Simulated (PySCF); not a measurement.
SMILES COC(=[OH+])OC (C3H7O3 (cation, charge +1)) at its PBE0/def2-SVP optimised geometry (Å):

```
13

C      2.3187    -1.0160     0.0016
O      0.8872    -0.8528     0.0002
C      0.3264     0.2922     0.0000
O      0.9550     1.4199    -0.0003
O     -0.9368     0.2922     0.0000
C     -1.7054     1.5238     0.0000
H      2.7473    -0.5817     0.9174
H      2.4846    -2.0981     0.0019
H      2.7490    -0.5820    -0.9136
H      1.9245     1.3539    -0.0006
H     -1.4722     2.0970     0.9059
H     -1.4708     2.0981    -0.9049
H     -2.7490     1.1974    -0.0010
```

Method: PBE0/def2-TZVP run with PySCF.

Map of the electrostatic potential (hartree/e), clipped to [0.06, 0.21] on the plane z = 1.5 Å:

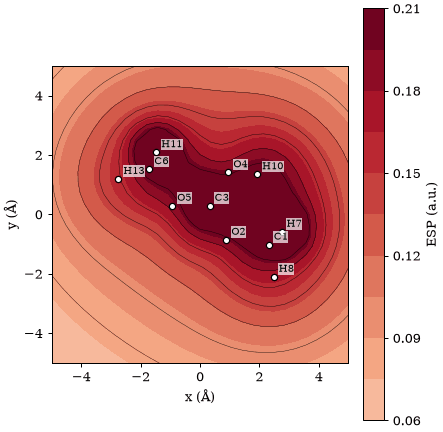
Electrostatic potential (hartree/e), clipped to [0.06, 0.21] on the plane z = 1.5 Å.
